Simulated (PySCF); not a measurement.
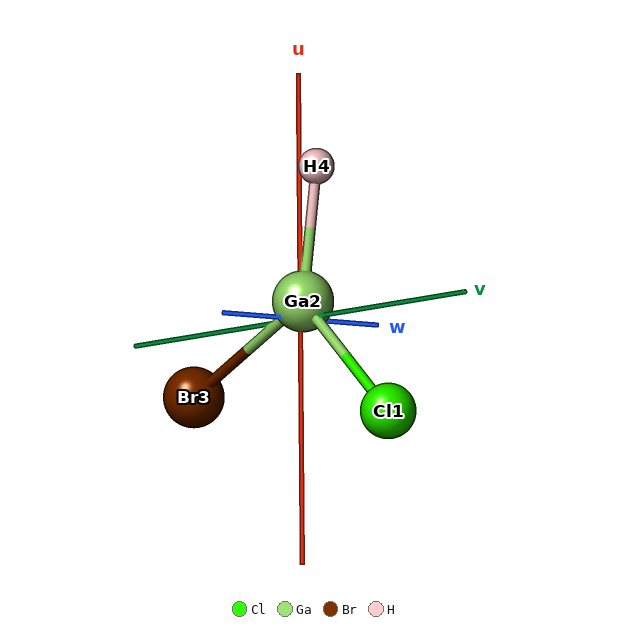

The lines u, v and w are the principal axes of the static dipole polarisability. The geometry was computed by an optimisation with PBE0-D3(BJ)/def2-SVP. No frequency run is at hand to confirm it as a minimum. Method: PBE0/aug-cc-pVTZ (PySCF 2.14.0).

Along which axis is the molecule most polarisable, and along which least?

Answer. Most along v (in the molecular plane), least along w (normal to the molecular plane).

Give the three principal values.

Answer. u 63.2, v 80.4, w 48.8 bohr³; mean 64.1, anisotropy 27.4 bohr³.
